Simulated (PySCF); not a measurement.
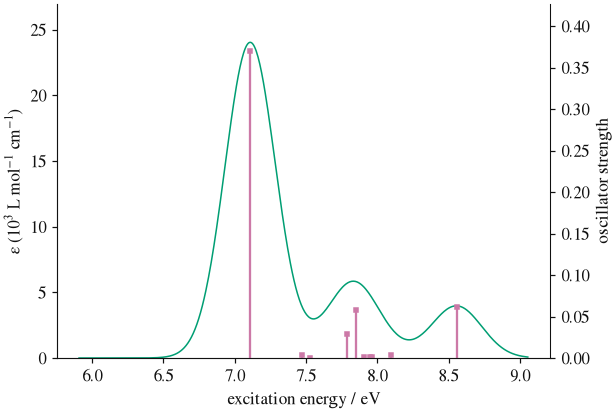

Vertical TDDFT excitations, CAM-B3LYP/def2-SVPD with PySCF, at a PBE0-D3(BJ)/def2-SVP geometry (no frequency check), gas phase. The lowest 10 singlet states are shown; each is broadened by a Gaussian of 1/e half-width 0.25 eV. Sticks give oscillator strengths (right axis).

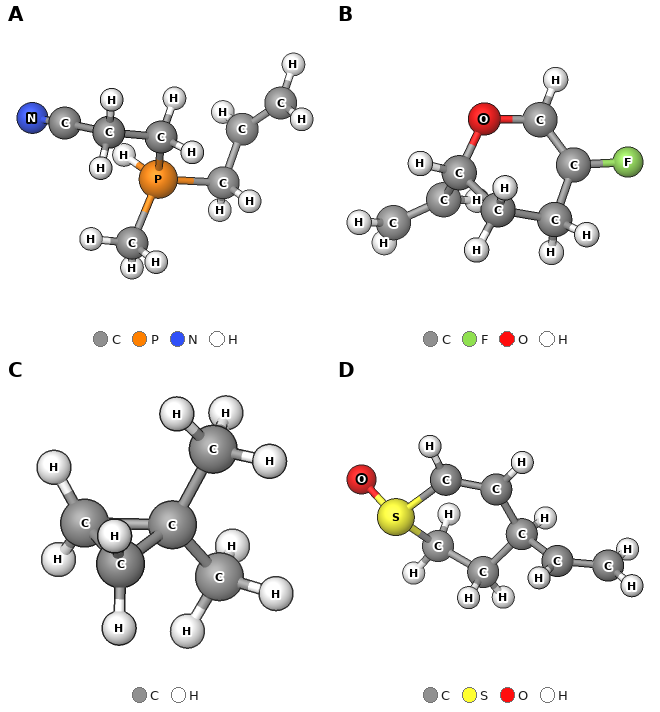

Which molecule gives this spectrum? The candidates are drawn in the second picture. Charge and spin: A +1 singlet; B neutral singlet; C neutral singlet; D neutral singlet.

Structure A, C₇H₁₃NP⁺, SMILES C=CC[P@@H+](C)CCC#N. Its lowest singlet lies at 7.11 eV (f = 0.370) and the brightest of those computed is S1 at 7.11 eV (174 nm), f = 0.370, mainly HOMO → LUMO (96 %).

Note: one conformer of a flexible molecule; core orbitals are frozen in the response.
